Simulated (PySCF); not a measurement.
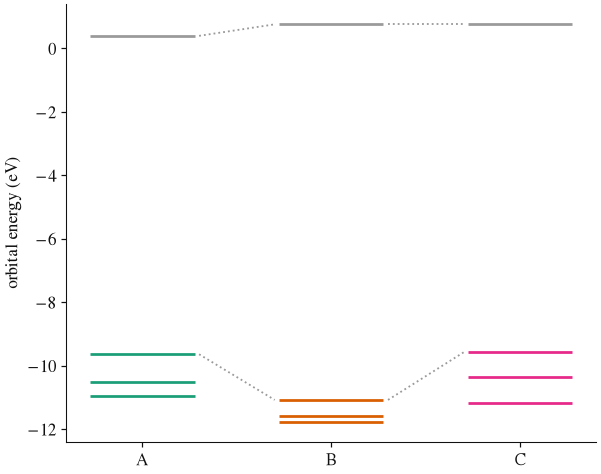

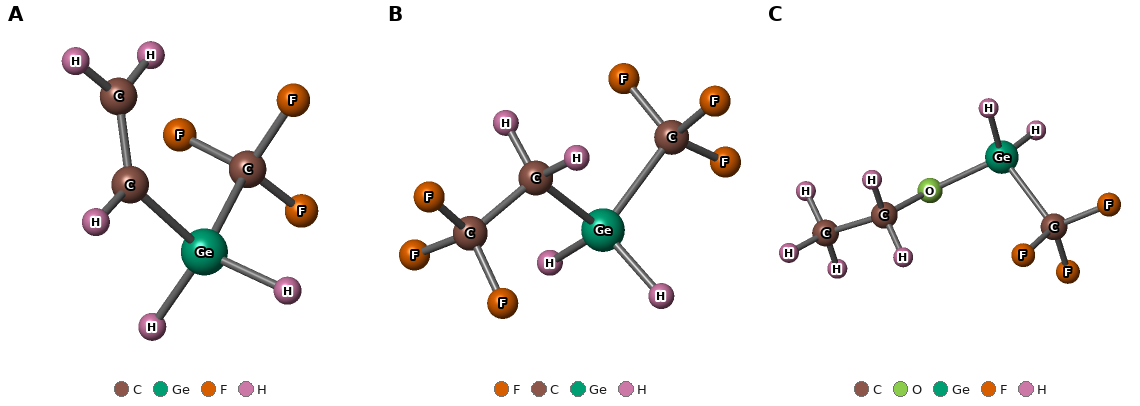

Related molecules: A is C₃H₅F₃Ge, SMILES C=[CH][GeH2][C](F)(F)F, singlet; B is C₃H₄F₆Ge, SMILES FC(F)(F)[CH2][GeH2][C](F)(F)F, singlet; C is C₃H₇F₃GeO, SMILES CC[O][GeH2][C](F)(F)F, singlet. Frontier orbital energies, CAM-B3LYP/def2-SVPD, PySCF, at a PBE0-D3(BJ)/def2-SVP geometry (no frequency check); drawn are at most three filled levels and, in grey, the LUMO with any level within 0.03 eV of it; dotted lines join the HOMOs and the LUMOs.

What does the change do to the frontier levels?

From A to B the HOMO falls by 1.44 eV and the LUMO rises by 0.36 eV, so the separation goes from 10.04 to 11.84 eV. From A to C the HOMO rises by 0.06 eV and the LUMO rises by 0.36 eV, so the separation goes from 10.04 to 10.34 eV.

Does the ΔSCF ionisation energy follow the HOMO?

A: −ε(HOMO) 9.64, ΔSCF 10.53 eV; B: −ε(HOMO) 11.08, ΔSCF 11.96 eV; C: −ε(HOMO) 9.58, ΔSCF 10.34 eV.

Limits of at least one run: empty levels above zero depend strongly on the basis; one conformer of a flexible molecule.
